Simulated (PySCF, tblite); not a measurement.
# C₇H₁₀O: a rotation path, then NMR shifts on frames, part 2 of 2

tblite 0.8.0 and PySCF 2.14.0. Atoms count from 0.

## Step 5: Nuclear shieldings: image 5, PBE0/pcSseg-1

The job: settings as JSON, then the geometry in Å.

```
{"job": {"kind": "nmr", "xc": "PBE0", "basis": "pcSseg-1", "pop": false}, "charge": 0, "multiplicity": 1}
C     -2.775000     1.761800    -1.315500
C     -1.919400     1.043300    -0.876400
C     -0.928600     0.162700    -0.362200
C      0.348700     0.401400    -0.672800
C      1.588400    -0.342800    -0.289300
C      2.323300     0.377900     0.843500
C     -1.554200    -0.947400     0.459800
O     -0.710400    -1.702600     1.287700
H     -3.510900     2.401700    -1.701700
H      0.539600     1.289900    -1.264700
H      2.243600    -0.390900    -1.164200
H      1.378000    -1.364200     0.022400
H      1.670400     0.477000     1.707200
H      3.205800    -0.185800     1.137900
H      2.634800     1.370700     0.526500
H     -2.116000    -1.602000    -0.228400
H     -2.283400    -0.488100     1.136800
H     -0.143500    -2.256200     0.741600
```

With the program's defaults for keys left out, this is: GIAO PBE0/pcSseg-1 NMR shielding, non-relativistic, gas phase.

The program printed:

```text
coarse grid: 14888 points
cycle   1  E = -347.2726063941  dE =  1.045e+00  |g| = 6.842e-01  |ddm| = 3.914e+00
cycle   2  E = -347.2214822528  dE =  5.112e-02  |g| = 8.852e-01  |ddm| = 1.625e+00
cycle   3  E = -347.3663336539  dE = -1.449e-01  |g| = 1.168e-01  |ddm| = 1.044e+00
cycle   4  E = -347.3688857165  dE = -2.552e-03  |g| = 4.688e-02  |ddm| = 1.621e-01
cycle   5  E = -347.3693061907  dE = -4.205e-04  |g| = 2.430e-02  |ddm| = 5.366e-02
cycle   6  E = -347.3694395791  dE = -1.334e-04  |g| = 5.342e-03  |ddm| = 2.029e-02
cycle   7  E = -347.3694452745  dE = -5.695e-06  |g| = 2.480e-03  |ddm| = 5.572e-03
final grid: 143384 points
cycle   8  E = -347.4297845600  dE = -4.002e-05  |g| = 9.676e-03  |ddm| = 5.184e-02
cycle   9  E = -347.4297680117  dE =  1.655e-05  |g| = 1.326e-02  |ddm| = 2.029e-02
cycle  10  E = -347.4298045461  dE = -3.653e-05  |g| = 1.995e-03  |ddm| = 1.210e-02
cycle  11  E = -347.4298055162  dE = -9.701e-07  |g| = 5.301e-04  |ddm| = 1.860e-03
cycle  12  E = -347.4298055769  dE = -6.071e-08  |g| = 1.897e-04  |ddm| = 5.467e-04
cycle  13  E = -347.4298055838  dE = -6.879e-09  |g| = 6.481e-05  |ddm| = 2.036e-04
cycle  14  E = -347.4298055848  dE = -1.044e-09  |g| = 1.699e-05  |ddm| = 7.462e-05
cycle  15  E = -347.4298055849  dE = -6.742e-11  |g| = 4.596e-06  |ddm| = 1.862e-05
converged SCF energy = -347.4298055849

GIAO shielding tensors (ppm)
atom      isotropic    diamagn.    paramagn.     s11        s22        s33       span
  0 C      102.773     258.511    -155.739     41.205     52.341    214.771    173.566
  1 C       98.304     252.995    -154.691     -6.752      2.438    299.228    305.980
  2 C       58.908     260.503    -201.594    -43.174     74.225    145.675    188.849
  3 C       36.215     255.017    -218.802    -80.874     44.781    144.739    225.613
  4 C      159.125     247.538     -88.413    144.292    165.598    167.486     23.193
  5 C      169.480     246.457     -76.977    156.326    166.012    186.101     29.775
  6 C      113.879     237.625    -123.746     82.801    105.814    153.022     70.221
  7 O      297.300     388.413     -91.113    258.062    296.092    337.744     79.682
  8 H       29.324      33.940      -4.616     25.088     25.297     37.588     12.501
  9 H       25.153      32.886      -7.732     22.283     23.580     29.597      7.315
 10 H       29.699      30.088      -0.389     25.550     27.963     35.584     10.034
 11 H       29.207      33.430      -4.224     24.330     29.644     33.647      9.318
 12 H       30.465      30.099       0.366     26.168     30.034     35.194      9.027
 13 H       30.488      27.984       2.504     26.255     27.460     37.747     11.492
 14 H       30.560      29.236       1.323     26.826     28.525     36.328      9.503
 15 H       26.774      27.185      -0.411     22.056     27.662     30.604      8.548
 16 H       27.013      27.023      -0.010     21.850     28.071     31.117      9.267
 17 H       31.031      32.652      -1.621     24.015     28.294     40.785     16.769
```

Run time: 85 s. Hardware: 1 thread, shared host.

Key values: δ C3 150.7, C2 128.0, C1 88.6, C0 84.2, H9 6.56, H15 4.94 ppm.

## Step 6: NMR shieldings: image 6, PBE0/pcSseg-1

The job: settings as JSON, then the geometry in Å.

```
{"job": {"kind": "nmr", "xc": "PBE0", "basis": "pcSseg-1", "pop": false}, "charge": 0, "multiplicity": 1}
C     -2.793900     1.808400    -1.266100
C     -1.936200     1.076300    -0.854100
C     -0.945400     0.177900    -0.377700
C      0.331500     0.418600    -0.691200
C      1.559400    -0.364500    -0.347200
C      2.298400     0.281000     0.828800
C     -1.535700    -0.983500     0.400400
O     -0.776300    -1.476300     1.472800
H     -3.533800     2.458200    -1.627400
H      0.532200     1.327500    -1.246500
H      2.219600    -0.367100    -1.219200
H      1.331700    -1.406900    -0.116900
H      1.645400     0.350300     1.695700
H      3.175400    -0.304200     1.096800
H      2.622200     1.284600     0.561500
H     -1.780400    -1.789700    -0.313100
H     -2.474500    -0.647900     0.851900
H      0.051700    -1.836500     1.139900
```

Method: GIAO PBE0/pcSseg-1 NMR shielding, non-relativistic, gas phase.

The program printed:

```text
coarse grid: 14888 points
cycle   1  E = -347.2724519582  dE =  1.046e+00  |g| = 6.833e-01  |ddm| = 3.917e+00
cycle   2  E = -347.2225041894  dE =  4.995e-02  |g| = 8.830e-01  |ddm| = 1.656e+00
cycle   3  E = -347.3660065644  dE = -1.435e-01  |g| = 1.124e-01  |ddm| = 1.063e+00
cycle   4  E = -347.3683318677  dE = -2.325e-03  |g| = 4.403e-02  |ddm| = 1.524e-01
cycle   5  E = -347.3686697925  dE = -3.379e-04  |g| = 2.555e-02  |ddm| = 5.268e-02
cycle   6  E = -347.3688210119  dE = -1.512e-04  |g| = 4.703e-03  |ddm| = 2.086e-02
cycle   7  E = -347.3688254049  dE = -4.393e-06  |g| = 2.127e-03  |ddm| = 5.015e-03
final grid: 143384 points
cycle   8  E = -347.4293162502  dE = -3.941e-05  |g| = 1.004e-02  |ddm| = 4.989e-02
cycle   9  E = -347.4293008934  dE =  1.536e-05  |g| = 1.348e-02  |ddm| = 2.074e-02
cycle  10  E = -347.4293378825  dE = -3.699e-05  |g| = 1.657e-03  |ddm| = 1.259e-02
cycle  11  E = -347.4293385096  dE = -6.271e-07  |g| = 4.319e-04  |ddm| = 1.577e-03
cycle  12  E = -347.4293385498  dE = -4.016e-08  |g| = 2.006e-04  |ddm| = 4.990e-04
cycle  13  E = -347.4293385582  dE = -8.447e-09  |g| = 6.278e-05  |ddm| = 1.880e-04
cycle  14  E = -347.4293385592  dE = -9.237e-10  |g| = 1.892e-05  |ddm| = 7.212e-05
converged SCF energy = -347.4293385592

GIAO shielding tensors (ppm)
atom      isotropic    diamagn.    paramagn.     s11        s22        s33       span
  0 C      101.740     258.692    -156.952     43.894     52.359    208.967    165.073
  1 C       97.323     251.675    -154.352    -11.203      3.263    299.909    311.112
  2 C       57.262     261.074    -203.812    -46.779     71.332    147.234    194.013
  3 C       35.643     255.145    -219.501    -84.380     45.475    145.835    230.216
  4 C      157.626     248.694     -91.068    144.243    162.842    165.792     21.550
  5 C      169.798     246.785     -76.987    156.042    166.910    186.441     30.399
  6 C      115.749     238.638    -122.888     86.544    107.535    153.169     66.625
  7 O      294.355     389.006     -94.651    257.354    291.911    333.801     76.447
  8 H       29.165      33.970      -4.804     25.115     25.248     37.132     12.017
  9 H       25.148      32.962      -7.814     22.401     23.624     29.419      7.018
 10 H       29.537      30.132      -0.595     25.463     27.629     35.519     10.057
 11 H       29.654      33.261      -3.607     25.719     29.905     33.339      7.620
 12 H       30.506      30.207       0.299     26.051     30.294     35.173      9.122
 13 H       30.487      28.093       2.394     26.317     27.384     37.758     11.441
 14 H       30.497      29.302       1.195     26.700     28.489     36.302      9.602
 15 H       26.702      27.457      -0.755     22.619     27.007     30.478      7.859
 16 H       27.150      27.437      -0.286     21.798     27.882     31.771      9.973
 17 H       30.752      33.366      -2.614     22.119     28.686     41.452     19.333
```

Run time: 77 s. Hardware: 1 thread, shared host.

This run: δ C3 151.3, C2 129.7, C1 89.6, C0 85.2, H9 6.57, H15 5.02 ppm.

## Step 7: Shielding tensors: image 8, PBE0/pcSseg-1

The job: settings as JSON, then the geometry in Å.

```
{"job": {"kind": "nmr", "xc": "PBE0", "basis": "pcSseg-1", "pop": false}, "charge": 0, "multiplicity": 1}
C     -2.840700     1.875700    -1.085100
C     -1.965500     1.104200    -0.800700
C     -0.961600     0.169700    -0.450400
C      0.324600     0.443600    -0.691300
C      1.497200    -0.423800    -0.363100
C      2.340200     0.200600     0.752800
C     -1.450700    -1.100800     0.217800
O     -1.121100    -1.167100     1.587700
H     -3.596500     2.559300    -1.333600
H      0.571000     1.393500    -1.149200
H      2.120200    -0.522600    -1.257100
H      1.180400    -1.426300    -0.069300
H      1.745000     0.352400     1.651700
H      3.181300    -0.443600     0.998400
H      2.726200     1.167700     0.438500
H     -1.049400    -1.976900    -0.317400
H     -2.541500    -1.143700     0.178000
H     -0.168000    -1.055500     1.680500
```

With the program's defaults for keys left out, this is: GIAO PBE0/pcSseg-1 NMR shielding, non-relativistic, gas phase.

The program printed:

```text
coarse grid: 14888 points
cycle   1  E = -347.2735930008  dE =  1.039e+00  |g| = 6.855e-01  |ddm| = 3.906e+00
cycle   2  E = -347.2219955901  dE =  5.160e-02  |g| = 8.897e-01  |ddm| = 1.701e+00
cycle   3  E = -347.3680043148  dE = -1.460e-01  |g| = 1.112e-01  |ddm| = 1.139e+00
cycle   4  E = -347.3702802794  dE = -2.276e-03  |g| = 4.187e-02  |ddm| = 1.461e-01
cycle   5  E = -347.3705484487  dE = -2.682e-04  |g| = 2.746e-02  |ddm| = 5.103e-02
cycle   6  E = -347.3707314963  dE = -1.830e-04  |g| = 4.102e-03  |ddm| = 2.220e-02
cycle   7  E = -347.3707352423  dE = -3.746e-06  |g| = 1.058e-03  |ddm| = 4.278e-03
final grid: 143384 points
cycle   8  E = -347.4314324185  dE = -6.085e-05  |g| = 1.061e-02  |ddm| = 7.804e-02
cycle   9  E = -347.4314164327  dE =  1.599e-05  |g| = 1.387e-02  |ddm| = 2.261e-02
cycle  10  E = -347.4314570578  dE = -4.063e-05  |g| = 1.990e-03  |ddm| = 1.335e-02
cycle  11  E = -347.4314579304  dE = -8.726e-07  |g| = 5.658e-04  |ddm| = 2.045e-03
cycle  12  E = -347.4314579950  dE = -6.461e-08  |g| = 2.566e-04  |ddm| = 6.308e-04
cycle  13  E = -347.4314580099  dE = -1.492e-08  |g| = 7.522e-05  |ddm| = 2.441e-04
cycle  14  E = -347.4314580112  dE = -1.246e-09  |g| = 2.288e-05  |ddm| = 7.833e-05
cycle  15  E = -347.4314580113  dE = -1.173e-10  |g| = 5.953e-06  |ddm| = 2.524e-05
converged SCF energy = -347.4314580113

GIAO shielding tensors (ppm)
atom      isotropic    diamagn.    paramagn.     s11        s22        s33       span
  0 C      100.292     259.143    -158.851     47.135     49.984    203.756    156.621
  1 C       96.362     249.824    -153.462    -13.174      2.636    299.625    312.799
  2 C       55.816     261.119    -205.303    -51.087     66.438    152.097    203.184
  3 C       32.701     255.970    -223.269    -88.935     41.404    145.633    234.568
  4 C      159.532     248.740     -89.209    144.457    163.105    171.034     26.577
  5 C      169.992     247.284     -77.292    157.975    166.160    185.841     27.867
  6 C      119.680     240.478    -120.798     94.697    110.886    153.458     58.761
  7 O      284.504     390.336    -105.832    227.476    284.380    341.656    114.180
  8 H       28.978      34.058      -5.080     25.068     25.171     36.694     11.627
  9 H       25.148      33.210      -8.062     22.310     23.950     29.185      6.874
 10 H       29.502      29.916      -0.414     25.123     27.529     35.853     10.730
 11 H       29.402      32.620      -3.218     25.573     29.448     33.185      7.613
 12 H       31.000      30.472       0.528     26.585     30.581     35.832      9.248
 13 H       30.322      28.012       2.310     26.112     27.326     37.530     11.418
 14 H       30.413      29.304       1.110     26.435     28.415     36.390      9.956
 15 H       26.830      29.066      -2.236     24.011     26.005     30.474      6.463
 16 H       27.484      28.146      -0.662     23.313     27.402     31.737      8.424
 17 H       31.527      33.721      -2.194     21.897     30.345     42.340     20.443
```

Run time: 83 s. Hardware: 1 thread, shared host.

In short: δ C3 154.2, C2 131.1, C1 90.6, C0 86.6, H9 6.57, H15 4.89 ppm.

## Step 8: Run by run: NMR shifts

Shifts (ppm) of some atoms, chosen among heavy atoms and hydrogens apart, with basis size and wall time:

| frame | C3 | C2 | C0 | C6 | H11 | H17 | O7 | functions | time |
| --- | --- | --- | --- | --- | --- | --- | --- | --- | --- |
| image 0 | 157.6 | 127.3 | 84.9 | 66.1 | 2.74 | 0.80 | 47.6 | 186 | 1.8 min |
| image 2 | 160.1 | 127.5 | 85.3 | 68.9 | 3.78 | 0.43 | 50.7 | 186 | 80 s |
| image 5 | 150.7 | 128.0 | 84.2 | 73.0 | 2.51 | 0.69 | 38.8 | 186 | 85 s |
| image 6 | 151.3 | 129.7 | 85.2 | 71.2 | 2.06 | 0.96 | 41.7 | 186 | 77 s |
| image 8 | 154.2 | 131.1 | 86.6 | 67.2 | 2.31 | 0.19 | 51.6 | 186 | 83 s |

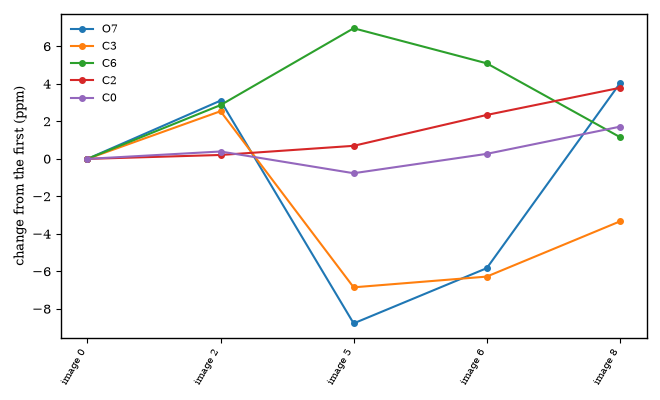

How five of the tabulated atoms move from run to run.

## Step 9: What came out

The summary covers parts 1 to 2.

| quantity | value |
| --- | --- |
| barrier | 0.137 eV (3.2 kcal/mol) at image 5 |
| end to end (GFN2-xTB) | 0.020 eV |
| 13C shifts against TMS (PBE0/pcSseg-1, image 0) | 157.6, 127.3, 91.0, 84.9, 66.1, 27.0, 16.4 ppm |
| 1H shifts against TMS (PBE0/pcSseg-1, image 0) | 6.73, 4.52, 4.39, 2.74, 2.59, 2.13, 1.26, 1.06, 0.80, 0.78 ppm |
| 17O shifts against H2O (PBE0/pcSseg-1, image 0) | 47.6 ppm |
| surface potential, 1st and 99th percentile | -1.55 V and 1.64 V |
| range of the shift of O7 | 38.8 to 51.6 ppm |

Along the band the dihedral turns by 163°, and the top (dihedral 195°) lies 3.2 kcal/mol above the start (GFN2-xTB, rough), so at room temperature this motion is fast. Ends this close can change order at a higher level. The top was not checked by a frequency run. Shifts at one fixed geometry are not the observed spectrum, which averages over the motion. In the first frame run (image 0): The widest tensor belongs to C1: span 309 ppm, with a paramagnetic part of -156 ppm. By nearest atom (PBE0/pcSseg-1), the HOMO sits on C0, C3 about 25 % each; C2 19 % and the LUMO on C3 29 %; C2 19 %. In ppm, O7 moves most: its shift spreads over 12.8 ppm, from 38.8 (image 5) to 51.6 (image 8).
